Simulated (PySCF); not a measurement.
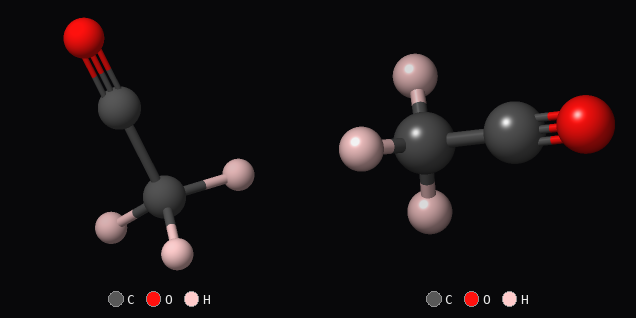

Two views of one molecule.

The species has charge +1 and is a spin singlet. The computed structure is the end point of a PBE0-D3(BJ)/def2-SVP optimisation. No frequency run is at hand to confirm it as a minimum.

Question: Count the atoms of each element.

Answer: C2H3O(+), 6 atoms: 2 carbon, 3 hydrogen and 1 oxygen.

Question: How many sets of symmetry-equivalent atoms are there?

Answer: 4: 1 C, 1 C, 1 O, 3 H.

Question: What is the point group of this geometry?

Answer: C3v.

More results for the same structure follow; atom numbers are the same in all pictures, views and colours differ.

### Shape

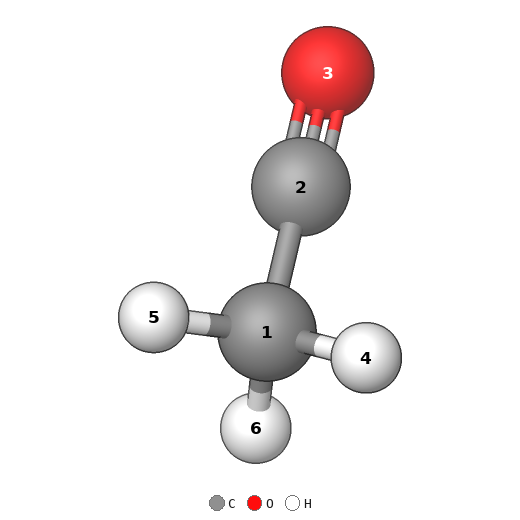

Numbered structure. No frequency run is at hand to confirm it as a minimum.

Give these bond angles: C2–C1–H4, H4–C1–H5, C1–C2–O3.

```tsv
angle	degrees
C2–C1–H4	108.4
H4–C1–H5	110.5
C1–C2–O3	180.0
```

### Levels of theory compared

No frequency run is at hand to confirm it as a minimum. Program: PySCF 2.14.0.

Tabulate HOMO energy (eV), HOMO–LUMO gap (eV) at these levels: B3LYP/6-31G-J; B3LYP/aug-cc-pVTZ-J; B3LYP/pcJ-0; B3LYP/pcJ-2; B97-2/pcJ-1; BHandHLYP/pcJ-1; CAM-B3LYP/pcJ-1; KT2/pcJ-1; LDA/pcJ-1; PBE/pcJ-1; PBE0/pcJ-1.

```tsv
level	HOMO energy (eV)	HOMO–LUMO gap (eV)
B3LYP/6-31G-J	−18.92	10.06
B3LYP/aug-cc-pVTZ-J	−18.87	10.25
B3LYP/pcJ-0	−19.24	10.02
B3LYP/pcJ-2	−18.87	10.25
B97-2/pcJ-1	−18.92	10.46
BHandHLYP/pcJ-1	−20.64	13.56
CAM-B3LYP/pcJ-1	−20.61	13.50
KT2/pcJ-1	−17.74	8.30
LDA/pcJ-1	−17.73	8.00
PBE/pcJ-1	−17.64	8.12
PBE0/pcJ-1	−19.18	10.83
```

### Spin–spin coupling

No frequency run is at hand to confirm it as a minimum. Level of theory: PBE/pcJ-1 indirect spin-spin coupling, non-relativistic, gas phase (PySCF 2.14.0). Isotopes: 13C, 1H, 17O.

Give the spin–spin coupling constants of these pairs, with the number of bonds between them: C1/H6, C1/H4, C2/O3, C2/H4, C2/H6, H4/H5, H4/H6, O3/H5, O3/H6, O3/H4.

```
  pair  bonds apart  J (Hz)
C1, H6            1   145.5
C1, H4            1   145.4
C2, O3            1    10.4
C2, H4            2    −6.3
C2, H6            2    −6.3
H4, H5            2   −18.9
H4, H6            2   −18.8
O3, H5            3    −1.6
O3, H6            3    −1.6
O3, H4            3    −1.6
```

### Quadrupole coupling

No frequency run is at hand to confirm it as a minimum. Electric field gradients from the ground-state density, CAM-B3LYP/pcJ-1 (PySCF 2.14.0), non-relativistic apart from any core potentials.

Give the largest field-gradient component, the quadrupole coupling constant and the asymmetry for 17O at O3 (Q = −25.6 mb).

```
atom  V_zz (a.u.)  e²qQ/h (MHz)     η
  O3       −0.455          2.74  0.00
```
